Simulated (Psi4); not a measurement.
# Geometry relaxation, with input and output: C$_{2}$Si (part 2 of 3)

The same run, continued: C$_{2}$Si (Silicon dicarbide); SVWN-RPA/def2-TZVP, RKS (Psi4 1.11). The geometry comes from this level: GFN2-xTB.

Geometry of the input (Å):
```
C  -1.1118  0.7375  -0.5228
C  -0.1352  0.0892  -0.0636
Si 1.2470  -0.8267  0.5864
```

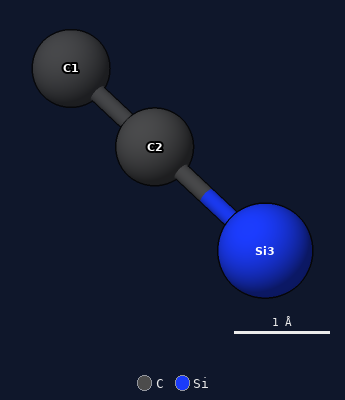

The geometry at step 1 of the log (ball-and-stick view, seen at an oblique angle; atoms are numbered from 1 in the order of the input).

## Log, continued
```
  Minimum eigenvalue in the overlap matrix is 1.0159003317E-04.
  Reciprocal condition number of the overlap matrix is 1.7724554827E-05.
    Using symmetric orthogonalization.

  ==> Pre-Iterations <==

  SCF Guess: Orbitals guess was supplied from a previous computation.

   -------------------------------------------------------
    Irrep   Nso     Nmo     Nalpha   Nbeta   Ndocc  Nsocc
   -------------------------------------------------------
     A'        67      67      11      11      11       0
     A"        32      32       2       2       2       0
   -------------------------------------------------------
    Total      99      99      13      13      13       0
   -------------------------------------------------------

  ==> Iterations <==

                           Total Energy        Delta E     RMS |[F,P]|

   @DF-RKS iter   0:  -364.20978192118548   -3.64210e+02   3.45875e-03
   @DF-RKS iter   1:  -364.20747974598680    2.30218e-03   8.96290e-04 ADIIS/DIIS
   @DF-RKS iter   2:  -364.15763990573600    4.98398e-02   3.57709e-03 ADIIS/DIIS
   @DF-RKS iter   3:  -364.21001611759715   -5.23762e-02   5.23398e-04 ADIIS/DIIS
   @DF-RKS iter   4:  -364.21084300608231   -8.26888e-04   1.09881e-04 ADIIS/DIIS
   @DF-RKS iter   5:  -364.21087322464075   -3.02186e-05   1.18720e-05 DIIS
   @DF-RKS iter   6:  -364.21087357071804   -3.46077e-07   4.49269e-06 DIIS
   @DF-RKS iter   7:  -364.21087365862468   -8.79066e-08   4.53443e-07 DIIS
   @DF-RKS iter   8:  -364.21087365945942   -8.34746e-10   4.53535e-08 DIIS
   @DF-RKS iter   9:  -364.21087365946880   -9.37916e-12   1.14678e-08 DIIS
   @DF-RKS iter  10:  -364.21087365946914   -3.41061e-13   2.26941e-09 DIIS
  Energy and wave function converged.

  ==> Post-Iterations <==

   Electrons on quadrature grid:
      Ntotal   =   25.9999999155 ; deviation = -8.454e-08

    Final Occupation by Irrep:
             Ap   App
    DOCC [    11,    2 ]
    NA   [    11,    2 ]
    NB   [    11,    2 ]

  @DF-RKS Final Energy:  -364.21087365946914

   => Energetics <=

    Nuclear Repulsion Energy =             56.1368448309710288
    One-Electron Energy =                -613.8962233282728675
    Two-Electron Energy =                 223.7131613859922652
    DFT Exchange-Correlation Energy =     -30.1646565481595594
    Empirical Dispersion Energy =           0.0000000000000000
    VV10 Nonlocal Energy =                  0.0000000000000000
    Total Energy =                       -364.2108736594691436

Computation Completed

Properties will be evaluated at   0.000000,   0.000000,   0.000000 [a0]

Properties computed using the SCF density matrix

 Multipole Moments:

 ------------------------------------------------------------------------------------
     Multipole            Electronic (a.u.)      Nuclear  (a.u.)        Total (a.u.)
 ------------------------------------------------------------------------------------

 L = 1.  Multiply by 2.5417464519 to convert [e a0] to [Debye]
 Dipole X            :          1.5019714            0.0200952            1.5220666
 Dipole Y            :         -0.9063752           -0.0121218           -0.9184970
 Dipole Z            :          0.0000000            0.0000000            0.0000000
 Magnitude           :                                                    1.7777299

 ------------------------------------------------------------------------------------

	total time  =          2 seconds =       0.03 minutes

         ------------------------------------------------------------
                                   SCF GRAD
         ------------------------------------------------------------

  ==> Geometry <==

    Molecular point group: cs
    Full point group: Cs

    Geometry (in Angstrom), charge = 0, multiplicity = 1:

       Center              X                  Y                   Z               Mass
    ------------   -----------------  -----------------  -----------------  -----------------
         C           -1.621549152143     0.978563431081     0.000000000000    12.000000000000
         C           -0.527414998485     0.317734633602     0.000000000000    12.000000000000
         SI           0.921744201444    -0.556014498480     0.000000000000    27.976926534650

  Nuclear repulsion =   56.136844830971029

   => Molecular Quadrature <=

    Radial Scheme          =       TREUTLER
    Pruning Scheme         =           NONE
    Nuclear Scheme         =       TREUTLER

    Blocking Scheme        =         OCTREE
    BS radius alpha        =              1
    Pruning alpha          =              1
    Radial Points          =             75
    Spherical Points       =            302
    Total Points           =          64728
    Total Blocks           =            549
    Max Points             =            255
    Max Functions          =             98
    Weights Tolerance      =       1.00E-15

  -Total Gradient:
     Atom            X                  Y                   Z
    ------   -----------------  -----------------  -----------------
       1        0.000803661524    -0.000487537238     0.000000000000
       2       -0.000757842362     0.000461524380     0.000000000000
       3       -0.000034902460     0.000019469509     0.000000000000

	total time  =          0 seconds =       0.00 minutes

    			-----------------------------------------

    			 OPTKING 3.0: for geometry optimizations

    			        with contributions from

    			-----------------------------------------

	                            ===> Fragment 1 <==

	 Z (Atomic Numbers)          Masses                          Geom
	       6.000000            12.000000         -3.06428380  1.84921688  0.00000000
	       6.000000            12.000000         -0.99666990  0.60043144  0.00000000
	      14.000000            27.976927          1.74184410 -1.05071512  0.00000000

	 - Coordinate -           - BOHR/RAD -       - ANG/DEG -
	 R(1,2)           =         2.415469           1.278211
	 R(2,3)           =         3.197772           1.692188
	 L(1,2,3)         =         3.140831         179.956362
	 l(1,2,3)         =         3.141593         180.000000

	        --- Internal Coordinate Step in ANG or DEG, aJ/ANG or AJ/DEG ---
	-------------------------------------------------------------------------------
	           Coordinate      Previous         Force          Change          New
	           ----------      --------        ------          ------        ------
	               R(1,2)       1.27821        0.00771        0.00062       1.27883
	               R(2,3)       1.69219        0.00036        0.00008       1.69226
	             L(1,2,3)     179.95636       -0.00000       -0.00102     179.95535
	             l(1,2,3)     180.00000        0.00000        0.00000     180.00000
	-------------------------------------------------------------------------------

	                                 ==> Convergence Check <==

	Measures of convergence in internal coordinates in au.

	Criteria marked as inactive (o), active & met (*), and active & unmet ( ).

	----------------------------------------------------------------------------------------------
	   Step    Total Energy     Delta E     Max Force     RMS Force      Max Disp      RMS Disp
	----------------------------------------------------------------------------------------------
	  Convergence Criteria     1.00e-06 *    3.00e-04 *             o    1.20e-03 *             o
	----------------------------------------------------------------------------------------------
	     2    -364.21087366   -4.86e-03      9.36e-04      4.68e-04 o    1.18e-03 *    5.94e-04 o  ~
	----------------------------------------------------------------------------------------------

Next Geometry in Ang
	Fragment 1 (Ang)

	    C  -1.6219244579   0.9787956885   0.0000000000
	    C  -0.5272633946   0.3176330392   0.0000000000
	   Si   0.9219679033  -0.5561451614   0.0000000000

    Structure for next step:
    Molecular point group: cs
    Full point group: Cs

    Geometry (in Angstrom), charge = 0, multiplicity = 1:

    C           -1.621993220472     0.978835852298     0.000000000000
    C           -0.527332157224     0.317673202987     0.000000000000
    SI           0.921899140723    -0.556104997600     0.000000000000

gradient() will perform analytic gradient computation.

  ==> Geometry <==

    Molecular point group: cs
    Full point group: Cs

    Geometry (in Angstrom), charge = 0, multiplicity = 1:

       Center              X                  Y                   Z               Mass
    ------------   -----------------  -----------------  -----------------  -----------------
         C           -1.621993220472     0.978835852298     0.000000000000    12.000000000000
         C           -0.527332157224     0.317673202987     0.000000000000    12.000000000000
         SI           0.921899140723    -0.556104997600     0.000000000000    27.976926534650

  Running in cs symmetry.

  Rotational constants: A = 6119840.19573  B =      0.21060  C =      0.21060 [cm^-1]
  Rotational constants: A = 183468193484.63333  B =   6313.67046  C =   6313.67024 [MHz]
  Nuclear repulsion =   56.124857896503677

  Charge       = 0
  Multiplicity = 1
  Electrons    = 26
  Nalpha       = 13
  Nbeta        = 13

   => Molecular Quadrature <=

    Radial Scheme          =       TREUTLER
    Pruning Scheme         =           NONE
    Nuclear Scheme         =       TREUTLER

    Blocking Scheme        =         OCTREE
    BS radius alpha        =              1
    Pruning alpha          =              1
    Radial Points          =             75
    Spherical Points       =            302
    Total Points           =          64728
    Total Blocks           =            549
    Max Points             =            254
    Max Functions          =             98
    Weights Tolerance      =       1.00E-15

   => Auxiliary Basis Set <=

  Basis Set: (DEF2-TZVP AUX)
    Blend: DEF2-UNIVERSAL-JKFIT
    Number of shells: 88
    Number of basis functions: 278
    Number of Cartesian functions: 333
    Spherical Harmonics?: true
    Max angular momentum: 4

  Cached 100.0% of DFT collocation blocks in 0.040 [GiB].

  Minimum eigenvalue in the overlap matrix is 1.0199019672E-04.
  Reciprocal condition number of the overlap matrix is 1.7796965946E-05.
    Using symmetric orthogonalization.

  ==> Iterations <==

                           Total Energy        Delta E     RMS |[F,P]|

   @DF-RKS iter   0:  -364.21093158967631   -3.64211e+02   2.82799e-05
   @DF-RKS iter   1:  -364.21087396039030    5.76293e-05   9.74446e-06 DIIS
   @DF-RKS iter   2:  -364.21087226569961    1.69469e-06   2.61226e-05 DIIS
   @DF-RKS iter   3:  -364.21087421373471   -1.94804e-06   3.60150e-06 DIIS
   @DF-RKS iter   4:  -364.21087425696197   -4.32273e-08   1.65505e-06 DIIS
   @DF-RKS iter   5:  -364.21087426805980   -1.10978e-08   1.48274e-07 DIIS
   @DF-RKS iter   6:  -364.21087426812306   -6.32667e-11   2.27635e-08 DIIS
   @DF-RKS iter   7:  -364.21087426812528   -2.21689e-12   2.95932e-09 DIIS
  Energy and wave function converged.

  ==> Post-Iterations <==

   Electrons on quadrature grid:
      Ntotal   =   25.9999999136 ; deviation = -8.636e-08

    Orbital Energies [Eh]
    ---------------------

    Doubly Occupied:

       1Ap   -65.211931     2Ap    -9.848077     3Ap    -9.798503
       4Ap    -5.112429     1App   -3.556102     5Ap    -3.556102
       6Ap    -3.545777     7Ap    -0.698640     8Ap    -0.541125
       9Ap    -0.329840     2App   -0.306504    10Ap    -0.306504
      11Ap    -0.252980

    Virtual:

       3App   -0.184039    12Ap    -0.184039    13Ap    -0.027326
       4App   -0.027326    14Ap    -0.008939    15Ap     0.076878
      16Ap     0.124059     5App    0.124059    17Ap     0.127109
      18Ap     0.130785     6App    0.130785    19Ap     0.189345
       7App    0.189345    20Ap     0.194626    21Ap     0.224475
      22Ap     0.278362     8App    0.278362    23Ap     0.330097
       9App    0.330097    24Ap     0.343098    25Ap     0.437036
      26Ap     0.530404    10App    0.530404    27Ap     0.543144
      28Ap     0.675131    29Ap     0.764868    11App    0.764868
      30Ap     0.787872    12App    0.787872    31Ap     0.822444
      13App    0.822444    32Ap     0.863056    14App    0.863056
      33Ap     0.880864    34Ap     0.895228    15App    0.895228
      35Ap     1.010738    16App    1.071732    36Ap     1.071732
      37Ap     1.097135    17App    1.097135    38Ap     1.141960
      18App    1.225192    39Ap     1.225193    40Ap     1.307106
      41Ap     1.333025    19App    1.333025    42Ap     1.388324
      43Ap     1.470121    44Ap     1.580558    20App    1.580558
      45Ap     1.606346    21App    1.606346    46Ap     1.817050
      47Ap     2.043027    48Ap     2.438728    22App    2.438729
      23App    2.443360    49Ap     2.443360    50Ap     2.575337
      24App    2.742326    51Ap     2.742327    52Ap     2.800128
      25App    2.800128    53Ap     2.872000    26App    2.872007
      54Ap     2.997691    27App    2.997698    55Ap     3.008922
      28App    3.066929    56Ap     3.066929    29App    3.432910
      57Ap     3.432911    58Ap     3.437128    30App    3.437130
      59Ap     3.470275    31App    4.370975    60Ap     4.370975
      61Ap     4.417290    62Ap     4.632146    32App    5.807726
      63Ap     5.807726    64Ap     6.359046    65Ap    10.512007
      66Ap    21.787716    67Ap    22.429823

    Final Occupation by Irrep:
             Ap   App
    DOCC [    11,    2 ]
    NA   [    11,    2 ]
    NB   [    11,    2 ]

  @DF-RKS Final Energy:  -364.21087426812528

   => Energetics <=

    Nuclear Repulsion Energy =             56.1248578965036771
    One-Electron Energy =                -613.8726689195783592
    Two-Electron Energy =                 223.7010723263993270
    DFT Exchange-Correlation Energy =     -30.1641355714499610
    Empirical Dispersion Energy =           0.0000000000000000
    VV10 Nonlocal Energy =                  0.0000000000000000
    Total Energy =                       -364.2108742681252807

Computation Completed

Properties will be evaluated at   0.000000,   0.000000,   0.000000 [a0]

Properties computed using the SCF density matrix

 Multipole Moments:

 ------------------------------------------------------------------------------------
     Multipole            Electronic (a.u.)      Nuclear  (a.u.)        Total (a.u.)
 ------------------------------------------------------------------------------------

 L = 1.  Multiply by 2.5417464519 to convert [e a0] to [Debye]
 Dipole X            :          1.5009082            0.0200986            1.5210068
 Dipole Y            :         -0.9057363           -0.0121238           -0.9178601
 Dipole Z            :          0.0000000            0.0000000            0.0000000
 Magnitude           :                                                    1.7764934

 ------------------------------------------------------------------------------------

	total time  =          1 seconds =       0.02 minutes

         ------------------------------------------------------------
                                   SCF GRAD
         ------------------------------------------------------------

  ==> Geometry <==

    Molecular point group: cs
    Full point group: Cs

    Geometry (in Angstrom), charge = 0, multiplicity = 1:

       Center              X                  Y                   Z               Mass
    ------------   -----------------  -----------------  -----------------  -----------------
         C           -1.621993220472     0.978835852298     0.000000000000    12.000000000000
         C           -0.527332157224     0.317673202987     0.000000000000    12.000000000000
         SI           0.921899140723    -0.556104997600     0.000000000000    27.976926534650

  Nuclear repulsion =   56.124857896503677

   => Molecular Quadrature <=

    Radial Scheme          =       TREUTLER
    Pruning Scheme         =           NONE
    Nuclear Scheme         =       TREUTLER

    Blocking Scheme        =         OCTREE
    BS radius alpha        =              1
    Pruning alpha          =              1
    Radial Points          =             75
    Spherical Points       =            302
    Total Points           =          64728
    Total Blocks           =            549
    Max Points             =            254
    Max Functions          =             98
    Weights Tolerance      =       1.00E-15

  -Total Gradient:
     Atom            X                  Y                   Z
    ------   -----------------  -----------------  -----------------
       1        0.000084630163    -0.000053306490     0.000000000000
       2       -0.000076982996     0.000050344196     0.000000000000
       3        0.000003279443    -0.000003586110     0.000000000000

	total time  =          0 seconds =       0.00 minutes

    			-----------------------------------------

    			 OPTKING 3.0: for geometry optimizations

    			        with contributions from

    			-----------------------------------------

	                            ===> Fragment 1 <==

	 Z (Atomic Numbers)          Masses                          Geom
	       6.000000            12.000000         -3.06512296  1.84973168  0.00000000
	       6.000000            12.000000         -0.99651335  0.60031535  0.00000000
	      14.000000            27.976927          1.74213689 -1.05088614  0.00000000

	 - Coordinate -           - BOHR/RAD -       - ANG/DEG -
	 R(1,2)           =         2.416648           1.278835
	 R(2,3)           =         3.197917           1.692265
	 L(1,2,3)         =         3.140813         179.955346
	 l(1,2,3)         =         3.141593         180.000000

	        --- Internal Coordinate Step in ANG or DEG, aJ/ANG or AJ/DEG ---
	-------------------------------------------------------------------------------
	           Coordinate      Previous         Force          Change          New
	           ----------      --------        ------          ------        ------
	               R(1,2)       1.27883        0.00079        0.00007       1.27890
	               R(2,3)       1.69226       -0.00000        0.00000       1.69227
	             L(1,2,3)     179.95535       -0.00000       -0.00114     179.95420
	             l(1,2,3)     180.00000        0.00000        0.00000     180.00000
	-------------------------------------------------------------------------------

	                                 ==> Convergence Check <==

	Measures of convergence in internal coordinates in au.

	Criteria marked as inactive (o), active & met (*), and active & unmet ( ).

	----------------------------------------------------------------------------------------------
	   Step    Total Energy     Delta E     Max Force     RMS Force      Max Disp      RMS Disp
	----------------------------------------------------------------------------------------------
	  Convergence Criteria     1.00e-06 *    3.00e-04 *             o    1.20e-03 *             o
	----------------------------------------------------------------------------------------------
	     3    -364.21087427   -6.09e-07 *    9.58e-05 *    4.79e-05 o    1.31e-04 *    6.65e-05 o  ~
	----------------------------------------------------------------------------------------------

Next Geometry in Ang
	Fragment 1 (Ang)

	    C  -1.6220306469   0.9788648414   0.0000000000
	    C  -0.5273178854   0.3176533523   0.0000000000
	   Si   0.9219222954  -0.5561141360   0.0000000000

    Final optimized geometry and variables:
    Molecular point group: cs
    Full point group: Cs

    Geometry (in Angstrom), charge = 0, multiplicity = 1:

    C           -1.621993220472     0.978835852298     0.000000000000
    C           -0.527332157224     0.317673202987     0.000000000000
    SI           0.921899140723    -0.556104997600     0.000000000000

    Psi4 run time: 0:00:05.32

[set-up sections that repeat, and orbital energies of the middle runs, are left out above]
```

## Standard output
```
Optimizer: Optimization complete!
```

## Trajectory as extended XYZ (Å, eV, eV/Å), 3 frames, from step=0 to step=2
```
3
Properties=species:S:1:pos:R:3:forces:R:3 step=0 energy=-9910.55057
C    -1.1118    0.7375   -0.5228   -1.1745   0.7797  -0.5522
C    -0.1352    0.0892   -0.0636    3.0881  -2.0479   1.4520
Si    1.2470   -0.8267    0.5864   -1.9141   1.2685  -0.9001
3
Properties=species:S:1:pos:R:3:forces:R:3 step=1 energy=-9910.68276
C    -1.0862    0.7205   -0.5107   -0.0375   0.0250  -0.0176
C    -0.0946    0.0623   -0.0445    0.0353  -0.0236   0.0166
Si    1.2186   -0.8079    0.5730    0.0016  -0.0010   0.0008
3
Properties=species:S:1:pos:R:3:forces:R:3 step=2 energy=-9910.68277
C    -1.0866    0.7208   -0.5109   -0.0040   0.0027  -0.0019
C    -0.0946    0.0623   -0.0445    0.0036  -0.0026   0.0017
Si    1.2188   -0.8080    0.5731   -0.0002   0.0002  -0.0001
```
